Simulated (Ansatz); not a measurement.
## CsLiWO4: response to strain

Consider CsLiWO$_{4}$ (space group I-4, No. 82; a = 5.900 Å, c = 8.161 Å; a cell from a computed database, its experimental status unchecked). Axes: x, y, z lie along a, b, c of the conventional cell.

Strains are applied to the cell and any free atomic positions relax; under biaxial strain the out-of-plane vector relaxes too.

Level of theory: Kohn–Sham DFT with the PBEsol functional, run in Ansatz (an electronic-structure program) with PAW and 420 eV plane waves, scalar-relativistic without spin-orbit coupling.

Notes on the quantities. energy relative to the base: free energy F.

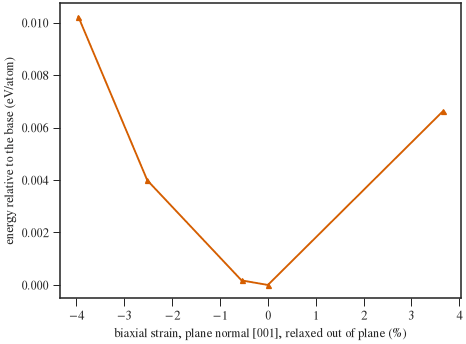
Figure. Energy relative to the base against biaxial strain, plane normal [001], relaxed out of plane

Problem. From the plot, what is the energy relative to the base for biaxial strain −3.96 %, plane normal [001], relaxed out of plane?

Solution. About 0.0102 eV/atom.

Problem. Is the trend monotonic over the range shown?

Solution. No, it turns within the range, spanning 0 meV/atom to +10 meV/atom.

No phonon test of stability was made.
